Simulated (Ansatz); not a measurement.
# C5H10 (3-methyl-1-butene): a chain of runs

Wanted: a series of 12 runs (HF/STO-3G, UHF/STO-3G, HF/3-21G, UHF/3-21G, HF/6-31G*, MP2/6-31G*) of C5H10 (3-methyl-1-butene). 

Program for the calculation: Ansatz 0.2.0.

### Step 1. The molecule

C5H10 has 15 atoms, charge 0, and is taken as a singlet. As SMILES, `C=CC(C)C`. The coordinates come from a PBE0-D4/def2-TZVP relaxation. The run starts from this shape.

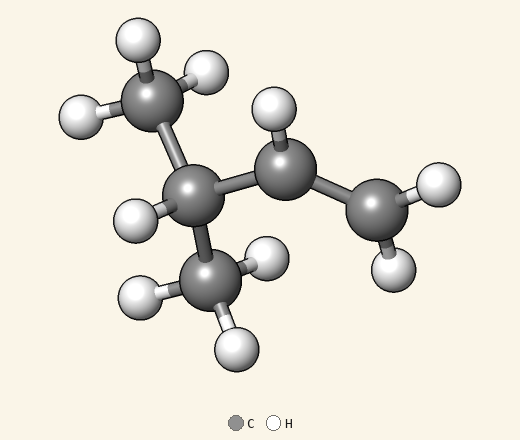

Viewed from a chosen angle; carbon grey, hydrogen white.

### Step 2. A geometry optimisation at HF/STO-3G (run 1)

The input, job.yaml:

```yaml
basis:
  gaussian: {orbitals: STO-3G}
crystal:
  periodic: [false, false, false]
  atoms:
    - {symbol: C, position_ang: [-1.650600, 0.611500, 1.131300]}
    - {symbol: C, position_ang: [-0.550400, -0.127700, 1.102700]}
    - {symbol: C, position_ang: [0.571800, -0.035700, 0.113600]}
    - {symbol: C, position_ang: [0.789600, -1.393500, -0.552500]}
    - {symbol: C, position_ang: [0.391400, 1.059600, -0.922200]}
    - {symbol: H, position_ang: [-2.409300, 0.455700, 1.889300]}
    - {symbol: H, position_ang: [-1.838800, 1.396700, 0.407500]}
    - {symbol: H, position_ang: [-0.426900, -0.902500, 1.858500]}
    - {symbol: H, position_ang: [1.480200, 0.189200, 0.691400]}
    - {symbol: H, position_ang: [0.944200, -2.181400, 0.188800]}
    - {symbol: H, position_ang: [1.663700, -1.370700, -1.208000]}
    - {symbol: H, position_ang: [-0.080500, -1.667700, -1.155400]}
    - {symbol: H, position_ang: [0.280400, 2.041400, -0.456600]}
    - {symbol: H, position_ang: [-0.494200, 0.875200, -1.537200]}
    - {symbol: H, position_ang: [1.255500, 1.099700, -1.589100]}
relax: {f_tol: 0.002}
hamiltonian: {xc: hf}
output: {orbitals: {seedname: orbitals}}
```

Launch:

```bash
$ ansatz run job.yaml --threads 1 --pin off --max-ram 3480MiB --events-out events.jsonl --progress --plain --runs-dir runs
```

Output:

```text
Warning: RAYON_NUM_THREADS=1 ignored (pool sized by the plan → 1); use --threads N
The last accepted step is kept in runs//last_step.txt (removed where the run ends without a failure and the disk answers)
[... 80 lines left out ...]
Total energy: -5246.86563124 eV, -192.8187554950 hartree
[... 15 lines left out ...]
Dipole moment:     0.054900    -0.020116    -0.019793 e Å
```

Run time: 9.6 s. Hardware: 1 thread of Arm Neoverse V2, shared host; peak memory 0.08 GiB.

Steps, from the record of the run:

```csv
step,energy from the first frame kept (eV),largest force (eV/Å)
1,0.0000,2.5907
2,-0.0684,0.2765
3,-0.0687,0.1818
4,-0.0698,0.1321
5,-0.0716,0.0747
6,-0.0719,0.0194
7,-0.0720,0.0332
8,-0.0721,0.0175
9,-0.0721,0.0079
10,-0.0721,0.0035
11,-0.0721,0.0026
```

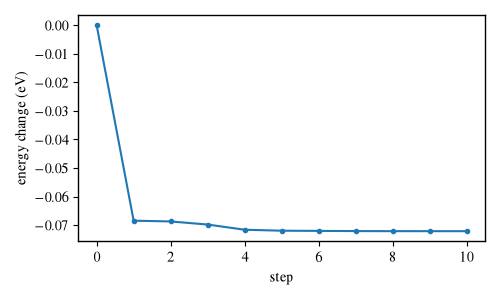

Energy along the run.

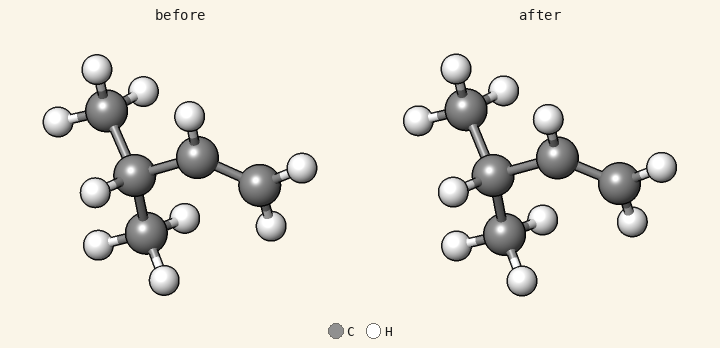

Before and after, at one scale.

After the run. Bond lengths: C1–C2 1.308 Å, C2–C3 1.532 Å, C3–C4 1.550 Å, C3–C5 1.544 Å, C1–H6 1.081 Å, C1–H7 1.080 Å, C2–H8 1.085 Å, C3–H9 1.092 Å, C4–H10 1.086 Å, C4–H11 1.086 Å, C4–H12 1.086 Å, C5–H13 1.085 Å, C5–H14 1.085 Å, C5–H15 1.086 Å. Some angles: C1–C2–C3 127.3°, C2–C3–C4 109.8°, C2–C3–C5 113.7°, C4–C3–C5 110.8°, C1–C2–H8 119.1°, C3–C2–H8 113.6°, C2–C1–H6 121.4°, C2–C1–H7 123.1°, C2–C3–H9 107.1°, C4–C3–H9 107.4°.

### Step 3. Vibrational wavenumbers at HF/STO-3G (run 2)

The input, input.yaml:

```yaml
crystal:
  periodic: [false, false, false]
  atoms:
    - {symbol: C, position_ang: [-1.668270, 0.583840, 1.128424]}
    - {symbol: C, position_ang: [-0.560383, -0.111475, 1.132097]}
    - {symbol: C, position_ang: [0.587251, -0.033661, 0.119960]}
    - {symbol: C, position_ang: [0.776559, -1.409881, -0.566912]}
    - {symbol: C, position_ang: [0.412181, 1.083202, -0.931384]}
    - {symbol: H, position_ang: [-2.421217, 0.447769, 1.891970]}
    - {symbol: H, position_ang: [-1.896421, 1.325341, 0.377368]}
    - {symbol: H, position_ang: [-0.397889, -0.842254, 1.917913]}
    - {symbol: H, position_ang: [1.498864, 0.177467, 0.683685]}
    - {symbol: H, position_ang: [0.940365, -2.187681, 0.172889]}
    - {symbol: H, position_ang: [1.633815, -1.386193, -1.233083]}
    - {symbol: H, position_ang: [-0.101713, -1.672025, -1.149307]}
    - {symbol: H, position_ang: [0.309632, 2.052283, -0.453339]}
    - {symbol: H, position_ang: [-0.466117, 0.907060, -1.544373]}
    - {symbol: H, position_ang: [1.279444, 1.116009, -1.583810]}
basis:
  gaussian:
    orbitals: STO-3G
hamiltonian:
  xc: hf
phonons:
  temperatures: {t_min: 298.15, t_max: 298.15, t_step: 1}
```

Launch:

```bash
$ ansatz run input.yaml --threads 1 --pin off --max-ram 3480MiB --events-out events.jsonl --progress --plain --runs-dir runs
```

Output:

```text
Warning: RAYON_NUM_THREADS=1 ignored (pool sized by the plan → 1); use --threads N
[... 482 lines left out ...]
Total energy: -5246.86560618 eV, -192.8187545738 hartree
[... 15 lines left out ...]
Dipole moment:     0.054899    -0.020117    -0.019795 e Å
Vibrations: 95.48 244.50 288.12 314.66 383.19 425.91 609.08 776.81 915.32 1104.40 1110.25 1154.49 1156.79 1213.57 1255.67 1321.09 1371.64 1428.97 1548.39 1616.29 1646.84 1725.19 1735.24 1747.52 1833.18 1836.89 1840.74 1844.19 2073.06 3566.86 3570.15 3619.59 3656.98 3701.10 3751.04 3752.26 3752.86 3756.17 3814.66 cm⁻¹, zero-point energy 4.436101 eV
```

It took 63 s on 1 thread of Arm Neoverse V2, shared host; peak memory 0.08 GiB.

Runs 3 to 4 aren't shown in full; the table further down has their settings and results.

### Step 4. A structure relaxation at HF/3-21G (run 5)

The input, in.yaml:

```yaml
crystal:
  periodic: [false, false, false]
  atoms:
    - symbol: C
      position_ang: [-1.650600, 0.611500, 1.131300]
    - symbol: C
      position_ang: [-0.550400, -0.127700, 1.102700]
    - symbol: C
      position_ang: [0.571800, -0.035700, 0.113600]
    - symbol: C
      position_ang: [0.789600, -1.393500, -0.552500]
    - symbol: C
      position_ang: [0.391400, 1.059600, -0.922200]
    - symbol: H
      position_ang: [-2.409300, 0.455700, 1.889300]
    - symbol: H
      position_ang: [-1.838800, 1.396700, 0.407500]
    - symbol: H
      position_ang: [-0.426900, -0.902500, 1.858500]
    - symbol: H
      position_ang: [1.480200, 0.189200, 0.691400]
    - symbol: H
      position_ang: [0.944200, -2.181400, 0.188800]
    - symbol: H
      position_ang: [1.663700, -1.370700, -1.208000]
    - symbol: H
      position_ang: [-0.080500, -1.667700, -1.155400]
    - symbol: H
      position_ang: [0.280400, 2.041400, -0.456600]
    - symbol: H
      position_ang: [-0.494200, 0.875200, -1.537200]
    - symbol: H
      position_ang: [1.255500, 1.099700, -1.589100]
basis:
  gaussian: {orbitals: 3-21G.json}
hamiltonian: {xc: hf}
relax: {f_tol: 0.002}
output: {orbitals: {seedname: orbitals}}
```

The basis set 3-21G is read from a file made from the Basis Set Exchange's data (not shown).

Launch:

```bash
$ ansatz run in.yaml --threads 1 --pin off --max-ram 3480MiB --events-out events.jsonl --progress --plain --runs-dir runs
```

Output:

```text
Warning: RAYON_NUM_THREADS=1 ignored (pool sized by the plan → 1); use --threads N
[... 1 set-up line as earlier in the session ...]
[... 93 lines left out ...]
Total energy: -5280.71367321 eV, -194.0626480942 hartree
[... 15 lines left out ...]
Dipole moment:     0.058452    -0.024226    -0.021697 e Å
```

It took 13 s on 1 thread of Arm Neoverse V2, shared host; peak memory 0.12 GiB.

The path in brief:

| step | energy from the first frame kept (eV) | largest force (eV/Å) |
| --- | --- | --- |
| 1 | 0.0000 | 1.0622 |
| 2 | -0.0325 | 0.3614 |
| 3 | -0.0355 | 0.1707 |
| 4 | -0.0372 | 0.0714 |
| 5 | -0.0376 | 0.0305 |
| 6 | -0.0374 | 0.0943 |
| 7 | -0.0378 | 0.0232 |
| 8 | -0.0379 | 0.0248 |
| 9 | 1.7765 | 10.4646 |
| 10 | -0.0379 | 0.0081 |
| 11 | -0.0379 | 0.0120 |
| 12 | -0.0379 | 0.0124 |
| 13 | -0.0379 | 0.0018 |

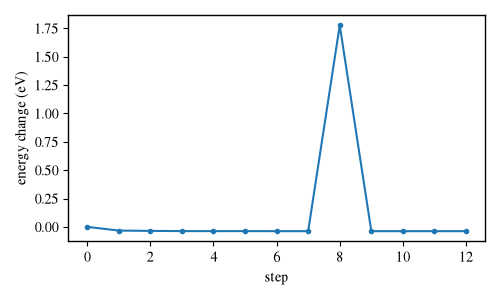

Energy along the run.

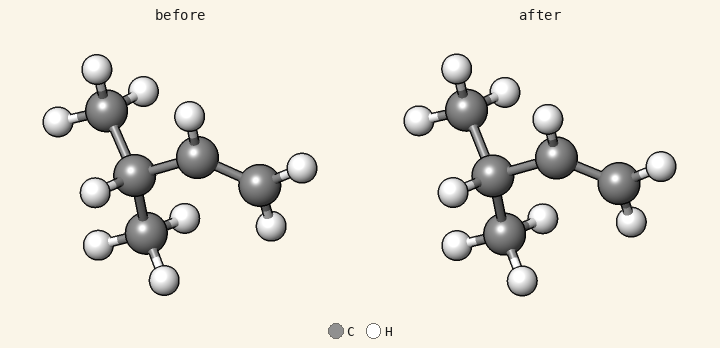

Before and after, at one scale.

After the run. Bond lengths: C1–C2 1.316 Å, C2–C3 1.515 Å, C3–C4 1.547 Å, C3–C5 1.537 Å, C1–H6 1.074 Å, C1–H7 1.072 Å, C2–H8 1.078 Å, C3–H9 1.087 Å, C4–H10 1.085 Å, C4–H11 1.085 Å, C4–H12 1.084 Å, C5–H13 1.084 Å, C5–H14 1.084 Å, C5–H15 1.084 Å. Some angles: C1–C2–C3 127.1°, C2–C3–C4 109.0°, C2–C3–C5 113.7°, C4–C3–C5 110.1°, C1–C2–H8 118.8°, C3–C2–H8 114.1°, C2–C1–H6 121.2°, C2–C1–H7 122.8°, C2–C3–H9 107.6°, C4–C3–H9 107.9°.

Runs 6 to 11 aren't shown in full; the table further down has their settings and results.

### Step 5. The harmonic vibrations at MP2/6-31G(d) (Cartesian functions) (run 12)

The input, input.yaml:

```yaml
crystal:
  periodic: [false, false, false]
  atoms:
    - {symbol: C, position_ang: [-1.664556, 0.602980, 1.120107]}
    - {symbol: C, position_ang: [-0.539751, -0.124130, 1.115388]}
    - {symbol: C, position_ang: [0.586646, -0.034736, 0.120160]}
    - {symbol: C, position_ang: [0.783215, -1.396415, -0.557087]}
    - {symbol: C, position_ang: [0.401215, 1.066465, -0.918661]}
    - {symbol: H, position_ang: [-2.426402, 0.449308, 1.877650]}
    - {symbol: H, position_ang: [-1.865492, 1.371993, 0.382035]}
    - {symbol: H, position_ang: [-0.409747, -0.880798, 1.891106]}
    - {symbol: H, position_ang: [1.503495, 0.185723, 0.687488]}
    - {symbol: H, position_ang: [0.948173, -2.187736, 0.180872]}
    - {symbol: H, position_ang: [1.645100, -1.376085, -1.231699]}
    - {symbol: H, position_ang: [-0.104954, -1.657753, -1.141183]}
    - {symbol: H, position_ang: [0.292539, 2.047521, -0.447577]}
    - {symbol: H, position_ang: [-0.488644, 0.878586, -1.527873]}
    - {symbol: H, position_ang: [1.265264, 1.104877, -1.588626]}
basis:
  gaussian:
    orbitals: "6-31G*"
correlation:
  method: mp2
phonons:
  temperatures: {t_min: 298.15, t_max: 298.15, t_step: 1}
```

Launch:

```bash
$ ansatz run input.yaml --threads 1 --pin off --max-ram 3480MiB --events-out events.jsonl --progress --plain --runs-dir runs
```

Output:

```text
Warning: RAYON_NUM_THREADS=1 ignored (pool sized by the plan → 1); use --threads N
[... 70 lines left out ...]
5 core orbitals not correlated: weight in the atoms' cores, before any rotation towards them, 1.000 or more for the frozen orbitals, at most 0.000 for the correlated occupied ones
[... 151 lines left out ...]
5 core orbitals not correlated: weight in the atoms' cores, before any rotation towards them, 1.000 or more for the frozen orbitals, at most 0.000 for the correlated occupied ones
[... 151 lines left out ...]
5 core orbitals not correlated: weight in the atoms' cores, before any rotation towards them, 1.000 or more for the frozen orbitals, at most 0.000 for the correlated occupied ones
[... 152 lines left out ...]
5 core orbitals not correlated: weight in the atoms' cores, before any rotation towards them, 1.000 or more for the frozen orbitals, at most 0.000 for the correlated occupied ones
[... 156 lines left out ...]
Dipole moment:     0.052667    -0.017259    -0.016217 e Å
[... 1 line left out ...]
Checks for a lower state left out: cluster_reference
```

Run time: 7.1 min. Hardware: 1 thread of Arm Neoverse V2, shared host; peak memory 0.23 GiB.

### Step 6. Overview of the runs

```
run                             level  walk f tol         task         temperatures  partner  energy (Eh)  dipole moment (D)  wall time
  1                         HF/STO-3G       0.002     optimise                    –     base  -192.818755               0.30      9.6 s
  2                         HF/STO-3G           –  frequencies  (298.15, 298.15, 1)     base  -192.818755               0.30       63 s
  3                        UHF/STO-3G           –       energy                    –   cation  -192.552288                  –     0.36 s
  4                        UHF/STO-3G           –     optimise                    –   cation  -192.574161                  –       11 s
  5                          HF/3-21G       0.002     optimise                    –     base  -194.062648               0.32       13 s
  6                          HF/3-21G           –  frequencies  (298.15, 298.15, 1)     base  -194.062648               0.32       73 s
  7                         UHF/3-21G           –       energy                    –   cation  -193.752903                  –     0.64 s
  8                         UHF/3-21G           –     optimise                    –   cation  -193.764464                  –       13 s
  9   HF/6-31G* (Cartesian functions)       0.002     optimise                    –     base  -195.139656               0.33       23 s
 10   HF/6-31G* (Cartesian functions)           –  frequencies  (298.15, 298.15, 1)     base  -195.139656               0.33      3 min
 11  MP2/6-31G* (Cartesian functions)       0.002     optimise                    –     base  -195.788558               0.28       44 s
 12  MP2/6-31G* (Cartesian functions)           –  frequencies  (298.15, 298.15, 1)     base  -195.788558               0.28    7.1 min
```

### Step 7. What came out

| quantity | value |
| --- | --- |
| run 12, MP2/6-31G*: total energy | -195.78856 Eh |
| run 12, MP2/6-31G*: dipole moment (correlated density) | 0.28 D |
| run 12, MP2/6-31G*: correlation energy (5 core orbitals frozen) | -650.2 mEh |
| run 12, MP2/6-31G*: largest force on an atom | 0.002 eV/Å |
| run 12, MP2/6-31G*: lowest harmonic wavenumber | 109 cm⁻¹ |
| run 12, MP2/6-31G*: highest harmonic wavenumber | 3309 cm⁻¹ |
| run 12, MP2/6-31G*: zero-point energy | 368.5 kJ/mol |
| vertical ionisation energy (to the doublet cation), HF/STO-3G | 7.251 eV |
| vertical ionisation energy (to the doublet cation), HF/3-21G | 8.429 eV |
| adiabatic ionisation energy (to the doublet cation, no zero-point term), HF/STO-3G | 6.656 eV |
| adiabatic ionisation energy (to the doublet cation, no zero-point term), HF/3-21G | 8.114 eV |

**Reading.** At HF/STO-3G: the vertical ionisation energy comes to 7.25 eV (700 kJ/mol). At HF/3-21G: the vertical ionisation energy comes to 8.43 eV (194 kcal/mol). At HF/STO-3G: the adiabatic ionisation energy (to the doublet cation, no zero-point term) is 6.66 eV (153 kcal/mol). At HF/3-21G: the adiabatic ionisation energy (to the doublet cation, no zero-point term) is 8.11 eV (783 kJ/mol). All runs together took 14 min, the longest 7.1 min.
